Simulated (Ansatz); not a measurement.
Input

```
crystal:
  periodic: [false, false, false]
  atoms:
    - {symbol: Cl, position_ang: [-0.942637, 2.811229, 0.762734]}
    - {symbol: F, position_ang: [-0.351348, -1.413604, -1.890796]}
    - {symbol: F, position_ang: [-1.893268, -2.085192, 0.061069]}
    - {symbol: O, position_ang: [-0.285302, -0.038413, 0.335298]}
    - {symbol: Si, position_ang: [-1.260146, -0.841407, -0.711339]}
    - {symbol: Si, position_ang: [0.350622, 1.185005, 1.251079]}
    - {symbol: H, position_ang: [-2.321876, 0.008476, -1.257462]}
basis:
  gaussian: {orbitals: def2-SVPD}
total_charge: 0
hamiltonian: {xc: pbe0}
output: {forces: true, orbitals: {seedname: orbitals}}
```

Launched as:

```sh
ansatz run input.yaml --threads 1 --pin off --max-ram 2610MiB --events-out events.jsonl --progress --plain --runs-dir runs
```

Geometry: B3LYP/6-31G*.

These are results of Ansatz, isolated molecule in a Gaussian basis; Kohn-Sham density functional theory, functional PBE0, not measurements.

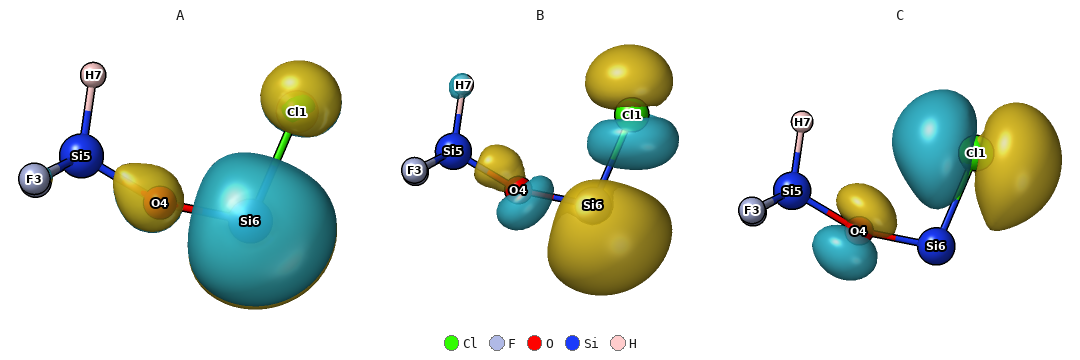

ClF$_{2}$HOSi$_{2}$ (SMILES F[SiH](F)O[Si]Cl). Three frontier orbitals at ±0.1 Å⁻³ᐟ² (yellow and cyan are the two phases), in no order.

### Order the three orbitals by energy and name them.

C is the HOMO−1 (−9.56 eV). By Hirshfeld shares it lies mainly on Cl1 (about 80 %) and O4 (about 10 %); largely a lone pair of Cl1. B is the HOMO (−8.00 eV). It lies mainly on Si6 (about 65 %), Cl1 (about 25 %) and O4 (about 5 %). A is the LUMO (−2.65 eV). Its weight (Hirshfeld) is mainly on Si6 (about 80 %), Cl1 (about 10 %) and O4 (about 10 %).

### What is the HOMO–LUMO gap?

5.35 eV between the orbital energies.
